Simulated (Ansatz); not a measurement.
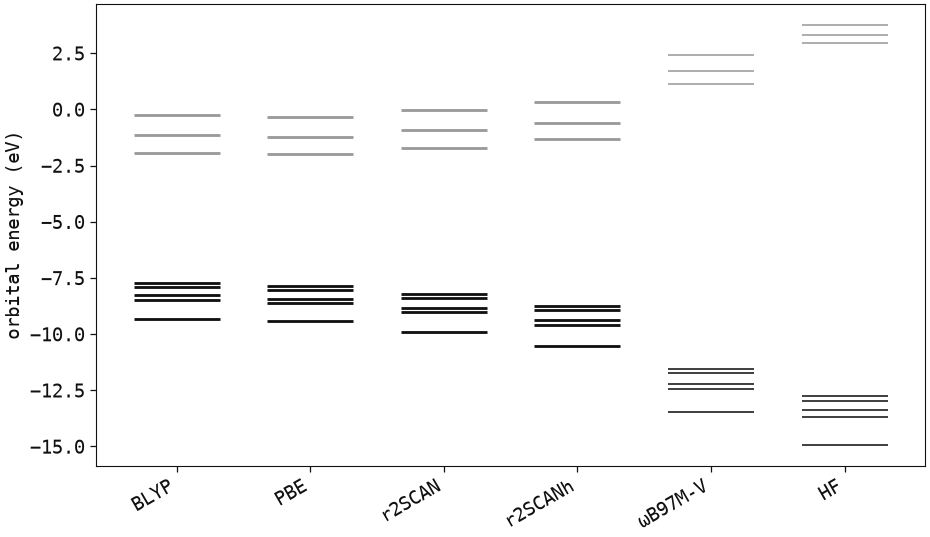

Frontier orbital energies of CHClFGeNO, SMILES O=C=[N][Ge@H]([F])[Cl], singlet at one geometry, def2-TZVPP, the Ansatz code, at a PBE0-D4/def2-TZVP geometry (a minimum by its frequencies). Empty levels are grey, levels within 0.1 eV stand side by side; all columns show the same few orbitals around the gap.

**Compare the HOMO-LUMO separations.**

The separation grows from 5.77 eV (BLYP) to 15.69 eV (HF).

```csv
level,HOMO (eV),LUMO (eV),separation (eV)
BLYP,−7.71,−1.94,5.77
PBE,−7.85,−1.99,5.86
r2SCAN,−8.20,−1.70,6.50
r2SCANh,−8.73,−1.34,7.40
ωB97M-V,−11.54,1.13,12.66
HF,−12.74,2.95,15.69
```

Caveats, for all or some of the runs: empty levels above zero depend strongly on the basis; no scalar relativity up to krypton; one conformer of a flexible molecule.
